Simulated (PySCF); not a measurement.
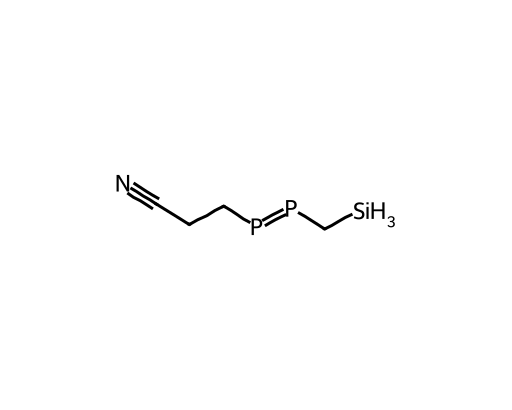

Computed geometry: GFN2-xTB optimisation. No frequency run is at hand to confirm it as a minimum. Level of theory: PBE0/pcSseg-1, gas phase (PySCF 2.14.0).

> What is the dipole moment?

3.52 D.

> What is the HOMO–LUMO gap?

4.34 eV.

> Give the HOMO energy (Kohn–Sham orbital) at this level.

−7.07 eV.

The geometry is semi-empirical. Around P, Si such bond lengths and angles can be off by a tenth of an ångström or more and by several degrees, and values that hang on the shape move with them.
